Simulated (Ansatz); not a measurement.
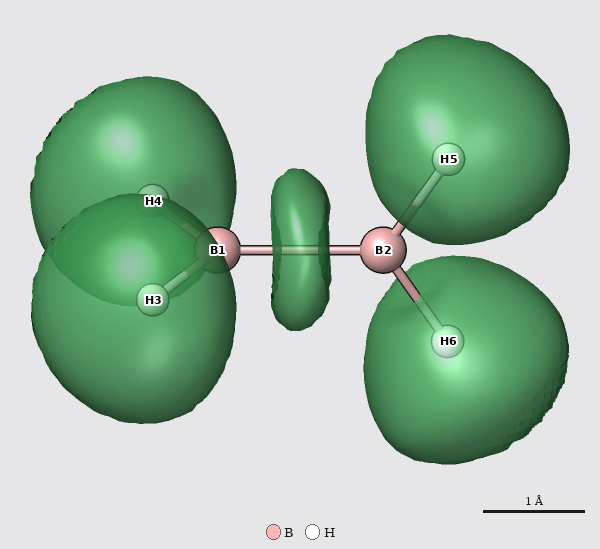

*B2H4. Isosurface of the ELF at 0.85 (green), seen from one side. Only the valence region is drawn (cores and ρ < 0.01 e/Å³ removed).*

All numbers below come from RKS PBE0/def2-SVP in Ansatz 0.2.0.

```xyz
6

B    -0.2296   -0.7925   -0.0897
B     0.2426    0.7717    0.0720
H    -1.2250   -1.2229    0.4543
H     0.3965   -1.5887   -0.7574
H    -0.1301    1.6419   -0.6866
H     0.9878    1.1266    0.9612
```

Where are the electrons localised?

Answer. At this value the surface marks out one region between bonded B–B atoms (shared pairs) and four regions around hydrogen nuclei.

Values along the shortest contacts:
B–B (1.64 Å): the ELF peaks at about 1 between the atoms, as expected for a shared electron pair. B–H (1.21 Å): the ELF climbs to about 1 towards the hydrogen, as it does in any bond to H: a covalent bond by its length.
